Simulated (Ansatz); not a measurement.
# SnBr₂F₂: from a rough start to a minimum

The task is to find a stationary geometry of SnBr₂F₂, then compute its harmonic vibrations to see whether it is a minimum and to get the zero-point energy and entropy, and look at its orbitals and charge.

Computed with Ansatz 0.2.0, Gaussian basis. Level: RKS PBE0-D4/def2-TZVP.

Plan: relaxation at PBE-D4/def2-SVP; relaxation at PBE0-D4/def2-TZVP; harmonic vibrations at the same level; a single point in def2-TZVPP for the fields.

## 1. Starting geometry

SMILES `[F][Sn]([F])([Br])[Br]`, 5 atoms, charge 0, spin multiplicity 1.

Atoms are counted from 1 here; the program's logs count them from 0.

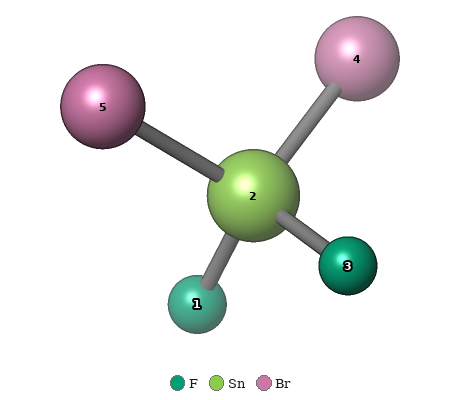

Start geometry, drawn with fluorine teal, tin green, bromine pink; atoms are numbered from 1 in the order of the file.

As a file:

```
atom    x (Å)    y (Å)    z (Å)
  F1   0.0323  -0.4336   1.9945
 Sn2   0.0699  -0.0887   0.0648
  F3   1.5002  -1.1232  -0.7003
 Br4  -2.0230  -0.7830  -1.0026
 Br5   0.4706   2.3549  -0.3978
```

The start is a force-field geometry with small random shifts, so a cheaper pass at PBE-D4/def2-SVP comes first. Sn takes the def2 core potential; no spin-orbit term is included.

## 2. Optimising with PBE-D4/def2-SVP (cheap first pass)

in.yaml reads:

```yaml
crystal:
  periodic: [false, false, false]
  atoms:
    - {symbol: F, position_ang: [0.032300, -0.433600, 1.994500]}
    - {symbol: Sn, position_ang: [0.069900, -0.088700, 0.064800]}
    - {symbol: F, position_ang: [1.500200, -1.123200, -0.700300]}
    - {symbol: Br, position_ang: [-2.023000, -0.783000, -1.002600]}
    - {symbol: Br, position_ang: [0.470600, 2.354900, -0.397800]}
basis:
  gaussian: {orbitals: def2-SVP}
hamiltonian: {xc: pbe, dispersion: d4}
relax: {f_tol: 0.03, max_steps: 200}
```

Launch:

```
$ ansatz run in.yaml --threads 4 --pin off --events-out ev --progress --plain --max-ram 10444MiB
```

The log of the run, cut to the lines that bear on the results:

```text
Functional definition: PBE
  name "PBE"
  cite "Perdew, Burke & Ernzerhof, Phys. Rev. Lett. 77, 3865 (1996) doi:10.1103/PhysRevLett.77.3865"
  parent pbe
[...]
1277 factors; their error is unknown
[...]
mean field -151314.10453497 eV, -5560.6907772763 hartree, gradient 6.2e-5 eV, S^2 0.000000; 0 other end points of the search recorded, 0 dependent functions left out
[...]
reference -151314.10457353 eV, -5560.6907786935 hartree; 55, 55 occupied and 63, 63 virtual orbitals, 1277 factors
relax step   1: F+E_penalty+E_count = -151314.28109549 eV  Δ(F+E_penalty+E_count) = +0.000e0 eV  max|allowed force component| = 8.148e-1 eV/Å  Δτ_max = 0.0000 Å  (27 SCF iters, accepted)
[...]
relax step   2: F+E_penalty+E_count = -151314.31556418 eV  Δ(F+E_penalty+E_count) = -3.447e-2 eV  max|allowed force component| = 3.104e-1 eV/Å  Δτ_max = 0.1013 Å  (30 SCF iters, accepted)
[...]
relax step   3: F+E_penalty+E_count = -151314.32303509 eV  Δ(F+E_penalty+E_count) = -7.471e-3 eV  max|allowed force component| = 5.633e-3 eV/Å  Δτ_max = 0.0259 Å  (26 SCF iters, accepted)
1277 factors; their error is unknown
[...]
mean field -151314.14734716 eV, -5560.6923505955 hartree, gradient 5.0e-5 eV, S^2 0.000000; 1 other end points of the search recorded, 0 dependent functions left out
[...]
reference -151314.14738587 eV, -5560.6923520178 hartree; 55, 55 occupied and 63, 63 virtual orbitals, 1277 factors
Total energy: -151314.32307379 eV, -5560.6988084299 hartree
Atom 0 at     0.031980    -0.415461     1.929963 Å, force     0.003812    -0.005633    -0.001459 eV/Å
Atom 1 at     0.047236    -0.052302     0.023803 Å, force     0.001901     0.005546    -0.000175 eV/Å
Atom 2 at     1.519431    -1.109311    -0.669628 Å, force    -0.000040    -0.005595     0.005620 eV/Å
Atom 3 at    -2.070919    -0.841500    -0.977121 Å, force    -0.000432     0.003130    -0.001263 eV/Å
Atom 4 at     0.522272     2.344974    -0.348418 Å, force    -0.005242     0.002553    -0.002722 eV/Å
Dipole moment:    -0.234387     0.226640    -0.193999 e Å
```

Run time: 5.5 s. Hardware: 4 threads of Arm Neoverse V1, shared host.

Step by step:

```
step  energy from step 1 (eV)  largest force component (eV/Å)
   1                   0.0000                          0.8148
   2                  -0.0345                          0.3104
   3                  -0.0419                          0.0056
```

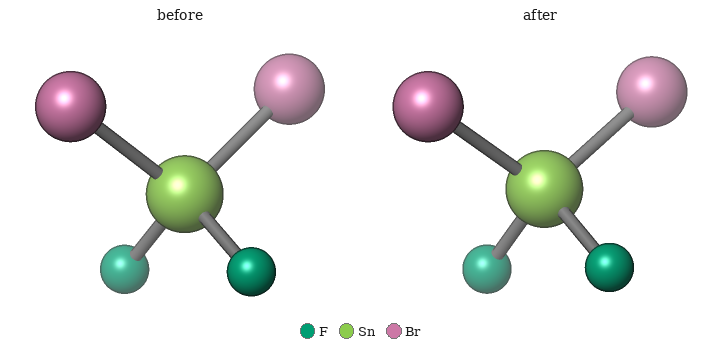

Before and after, at one scale.

Close pairs (by a distance rule), those that changed most:

```
   bond  before (Å)  after (Å)  change (Å)
Sn2–Br5       2.519      2.472      -0.047
Sn2–Br4       2.450      2.472      +0.022
 F1–Sn2       1.961      1.941      -0.020
 Sn2–F3       1.924      1.940      +0.017
```

## 3. Geometry optimisation, PBE0-D4/def2-TZVP

in.yaml reads:

```yaml
crystal:
  periodic: [false, false, false]
  atoms:
    - {symbol: F, position_ang: [0.031980, -0.415461, 1.929963]}
    - {symbol: Sn, position_ang: [0.047236, -0.052302, 0.023803]}
    - {symbol: F, position_ang: [1.519431, -1.109311, -0.669628]}
    - {symbol: Br, position_ang: [-2.070919, -0.841500, -0.977121]}
    - {symbol: Br, position_ang: [0.522272, 2.344974, -0.348418]}
basis:
  gaussian: {orbitals: def2-TZVP}
hamiltonian: {xc: pbe0, dispersion: d4}
relax: {f_tol: 0.005, max_steps: 150}
```

Same command.

The log of the run, cut to the lines that bear on the results:

```text
Functional definition: PBE0
  name "PBE0"
  cite "Adamo & Barone, J. Chem. Phys. 110, 6158 (1999) doi:10.1063/1.478522"
  cite "Perdew, Burke & Ernzerhof, Phys. Rev. Lett. 77, 3865 (1996) doi:10.1103/PhysRevLett.77.3865"
  parent pbe
[...]
1599 factors; their error is unknown
[...]
mean field -151343.42045296 eV, -5561.7681173914 hartree, gradient 3.3e-5 eV, S^2 0.000000; 0 other end points of the search recorded, 0 dependent functions left out
[...]
reference -151343.42048470 eV, -5561.7681185579 hartree; 55, 55 occupied and 153, 153 virtual orbitals, 1599 factors
relax step   1: F+E_penalty+E_count = -151343.57347776 eV  Δ(F+E_penalty+E_count) = +0.000e0 eV  max|allowed force component| = 1.173e0 eV/Å  Δτ_max = 0.0000 Å  (29 SCF iters, accepted)
[...]
1599 factors; their error is unknown
[...]
mean field -151343.51650243 eV, -5561.7716471444 hartree, gradient 2.3e-5 eV, S^2 0.000000; 1 other end points of the search recorded, 0 dependent functions left out
[...]
reference -151343.51653410 eV, -5561.7716483082 hartree; 55, 55 occupied and 153, 153 virtual orbitals, 1599 factors
Total energy: -151343.67279814 eV, -5561.7773909058 hartree
Atom 0 at     0.032062    -0.404663     1.876376 Å, force     0.000458    -0.000503     0.000224 eV/Å
Atom 1 at     0.043207    -0.047218     0.019423 Å, force    -0.000506     0.000596    -0.000453 eV/Å
Atom 2 at     1.477739    -1.081253    -0.650697 Å, force     0.000309    -0.000433     0.000472 eV/Å
Atom 3 at    -2.027306    -0.839305    -0.952991 Å, force     0.000013     0.000268    -0.000066 eV/Å
Atom 4 at     0.524298     2.298839    -0.333512 Å, force    -0.000274     0.000072    -0.000176 eV/Å
Dipole moment:    -0.261467     0.255550    -0.217994 e Å
```

It took 36 s on 4 threads of Arm Neoverse V1, shared host; peak memory 0.77 GiB.

Along the way:

```
step  energy from step 1 (eV)  largest force component (eV/Å)
   1                   0.0000                          1.1735
   2                  -0.0604                          0.7745
   3                  -0.0987                          0.0964
   4                  -0.0993                          0.0127
   5                  -0.0993                          0.0006
```

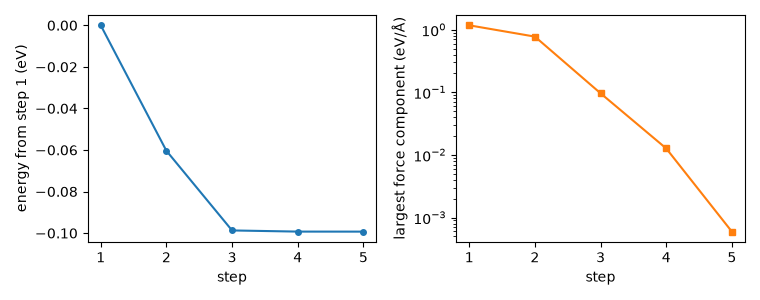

Energy and largest force along the relaxation.

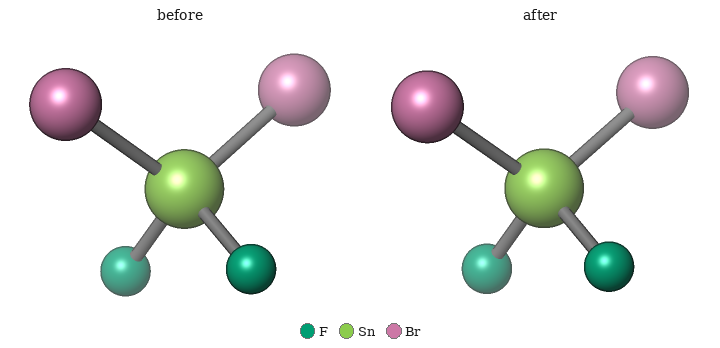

The geometry before (left) and after (right).

Distances of close pairs at the start and the end, largest changes first:

```
   bond  before (Å)  after (Å)  change (Å)
Sn2–Br4       2.472      2.421      -0.051
Sn2–Br5       2.472      2.421      -0.051
 F1–Sn2       1.941      1.891      -0.049
 Sn2–F3       1.940      1.891      -0.049
```

Mulliken charges at the end point, from the run's report:

```
atom  value (e)
  F1      -0.43
 Sn2       1.35
  F3      -0.43
 Br4      -0.24
 Br5      -0.24
```

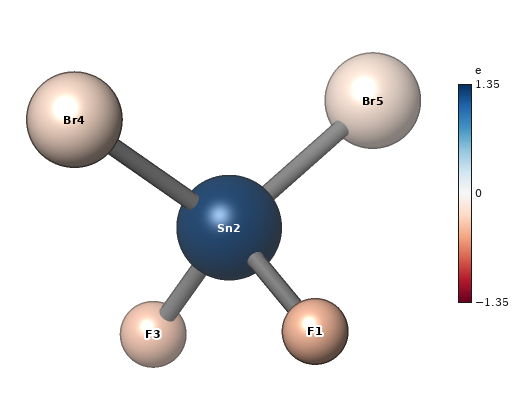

Mulliken charges at the end point, from the run's report, as colours on the atoms.

## 4. Force constants and modes

in.yaml reads:

```yaml
crystal:
  periodic: [false, false, false]
  atoms:
    - {symbol: F, position_ang: [0.032062, -0.404663, 1.876376]}
    - {symbol: Sn, position_ang: [0.043207, -0.047218, 0.019423]}
    - {symbol: F, position_ang: [1.477739, -1.081253, -0.650697]}
    - {symbol: Br, position_ang: [-2.027306, -0.839305, -0.952991]}
    - {symbol: Br, position_ang: [0.524298, 2.298839, -0.333512]}
basis:
  gaussian: {orbitals: def2-TZVP}
hamiltonian: {xc: pbe0, dispersion: d4}
phonons: {temperatures: {t_min: 298.15, t_max: 900, t_step: 200}}
```

Same command.

The log of the run, cut to the lines that bear on the results:

```text
Functional definition: PBE0
  name "PBE0"
  cite "Adamo & Barone, J. Chem. Phys. 110, 6158 (1999) doi:10.1063/1.478522"
  cite "Perdew, Burke & Ernzerhof, Phys. Rev. Lett. 77, 3865 (1996) doi:10.1103/PhysRevLett.77.3865"
  parent pbe
[...]
1599 factors; their error is unknown
[...]
mean field -151343.51650240 eV, -5561.7716471434 hartree, gradient 1.9e-5 eV, S^2 0.000000; 0 other end points of the search recorded, 0 dependent functions left out
[...]
reference -151343.51653407 eV, -5561.7716483072 hartree; 55, 55 occupied and 153, 153 virtual orbitals, 1599 factors
[...]
1599 factors; their error is unknown
mean field -151343.51650470 eV, -5561.7716472276 hartree, gradient 1.7e-6 eV, S^2 0.000000; 0 other end points of the search recorded, 0 dependent functions left out
[...]
1599 factors; their error is unknown
[...]
mean field -151343.51650278 eV, -5561.7716471571 hartree, gradient 1.7e-6 eV, S^2 0.000000; 0 other end points of the search recorded, 0 dependent functions left out
[...]
reference -151343.51653445 eV, -5561.7716483209 hartree; 55, 55 occupied and 153, 153 virtual orbitals, 1599 factors
Total energy: -151343.67279812 eV, -5561.7773909049 hartree
Atom 0 at     0.032062    -0.404663     1.876376 Å, force     0.000451    -0.000505     0.000244 eV/Å
Atom 1 at     0.043207    -0.047218     0.019423 Å, force    -0.000479     0.000612    -0.000491 eV/Å
Atom 2 at     1.477739    -1.081253    -0.650697 Å, force     0.000299    -0.000448     0.000475 eV/Å
Atom 3 at    -2.027306    -0.839305    -0.952991 Å, force     0.000014     0.000265    -0.000061 eV/Å
Atom 4 at     0.524298     2.298839    -0.333512 Å, force    -0.000285     0.000076    -0.000167 eV/Å
Dipole moment:    -0.261467     0.255550    -0.217993 e Å
Vibrations: 68.48 110.09 115.12 157.34 171.63 258.85 304.43 651.29 658.09 cm⁻¹, zero-point energy 0.154690 eV
```

Wall time 2.5 min (4 threads of Arm Neoverse V1, shared host); peak memory 0.78 GiB.

Motions are named by where the mode's potential energy lies. Wavenumbers, unscaled:

```
mode  cm⁻¹         motion
   1    68           bend
   2   110           bend
   3   115           bend
   4   157           bend
   5   172           bend
   6   259  Sn–Br stretch
   7   304  Sn–Br stretch
   8   651   Sn–F stretch
   9   658   Sn–F stretch
```

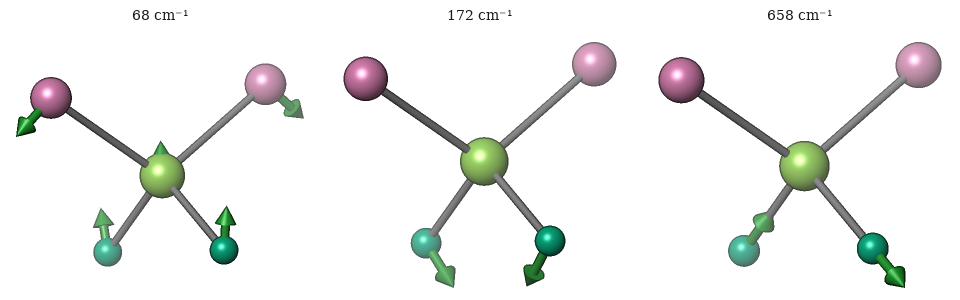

Displacements of 3 modes, as arrows.

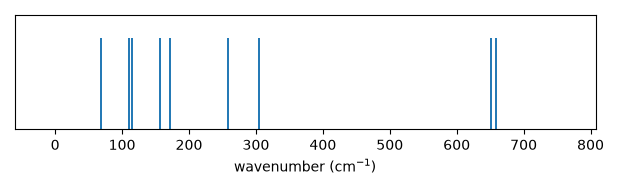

The harmonic wavenumbers as sticks (no intensities were computed).

Ideal gas, rigid rotor and harmonic oscillator at 298.15 K and 1 bar, with symmetry number 2:

```
                term            value
   zero-point energy     3.6 kcal/mol
          H(298) − E     8.8 kcal/mol
entropy, translation  180.7 J/(mol K)
   entropy, rotation  122.6 J/(mol K)
  entropy, vibration   81.3 J/(mol K)
      entropy, total  384.5 J/(mol K)
```

## 5. Orbitals, density and potential

Changes to in.yaml since step 4:

```diff
@@ -9,4 +9,4 @@
 basis:
-  gaussian: {orbitals: def2-TZVP}
+  gaussian: {orbitals: def2-TZVPP}
 hamiltonian: {xc: pbe0, dispersion: d4}
-phonons: {temperatures: {t_min: 298.15, t_max: 900, t_step: 200}}
+output: {orbitals: {seedname: orbitals}}
```

Same command.

The log of the run:

```text
Functional definition: PBE0
  name "PBE0"
  cite "Adamo & Barone, J. Chem. Phys. 110, 6158 (1999) doi:10.1063/1.478522"
  cite "Perdew, Burke & Ernzerhof, Phys. Rev. Lett. 77, 3865 (1996) doi:10.1103/PhysRevLett.77.3865"
  parent pbe
  parameter a = 0.25
  parameter kappa = 0.804
  parameter beta = 0.06672455060314922
  exchange = (1 - a)*pbe_x(kappa = kappa, mu = beta*pi^2/3) + a*exact_x
  correlation = pbe_c(beta = beta)
1599 factors; their error is unknown
mean field evaluation 1: about -151338.2940 eV, gradient 5.3e1 eV
mean field evaluation 2: about -151324.9283 eV, gradient 1.1e2 eV
mean field evaluation 4: about -151342.5261 eV, gradient 3.6e0 eV
mean field evaluation 8: about -151342.5551 eV, gradient 3.8e-2 eV
mean field evaluation 16: about -151343.5165 eV, gradient 2.6e-4 eV
mean field -151343.51650244 eV, -5561.7716471448 hartree, gradient 7.6e-5 eV, S^2 0.000000; 0 other end points of the search recorded, 0 dependent functions left out
reference -151343.51653411 eV, -5561.7716483086 hartree; 55, 55 occupied and 153, 153 virtual orbitals, 1599 factors
Total energy: -151343.67279816 eV, -5561.7773909063 hartree
```

It took 4.5 s on 4 threads of Arm Neoverse V1, shared host; peak memory 0.84 GiB.

The fields below are evaluated on a grid from the run's orbitals.

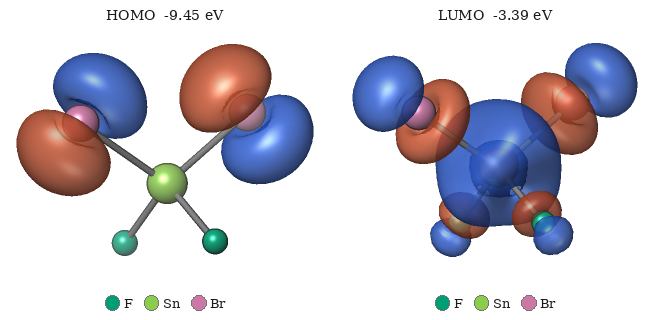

Frontier orbitals at PBE0-D4/def2-TZVPP; each surface holds 70 % of the orbital's density, blue and red mark the sign.

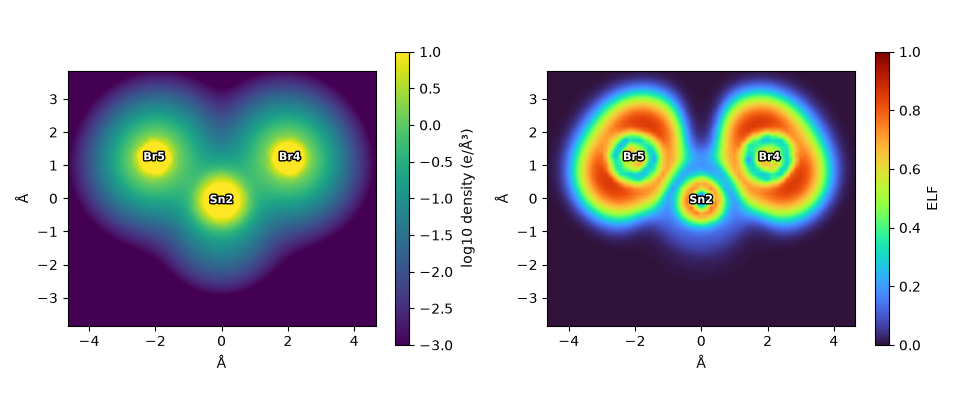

Density (left) and ELF (right) in a plane through or near 3 of the atoms.

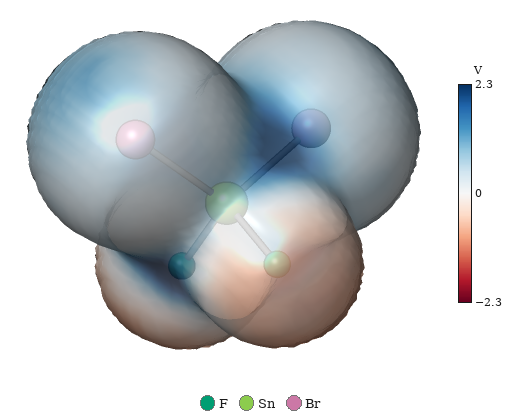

Electrostatic potential on the surface of density 0.002 e/bohr³; red is low, blue high. It runs from -0.93 V near F1 to 2.30 V near Sn2.

## 6. Summary of results

```
                  quantity            value
               point group              C2v
                     steps            3 + 5
shift from the start (rms)          0.089 Å
              total energy  -151343.6728 eV
           dispersion term         -156 meV
             dipole moment           2.04 D
lowest, highest wavenumber     68, 658 cm⁻¹
         zero-point energy     3.6 kcal/mol
       entropy at 298.15 K  384.5 J/(mol K)
                HOMO, LUMO  -9.45, -3.39 eV
```

The atoms moved 0.09 Å (rms) from the start; the bond that changed most is Sn2–Br5, from 2.519 to 2.421 Å. No mode is imaginary: a true minimum at this level. The stiffest mode, 658 cm⁻¹, is an Sn–F stretch, and 5 modes under 200 cm⁻¹ make the vibrational entropy uncertain. The largest Mulliken charge, +1.35 e, sits on Sn2. The HOMO lies mostly on Br4, Br5 about 49 % each and the LUMO on Sn2 35 %; Br4, Br5 about 23 % each.
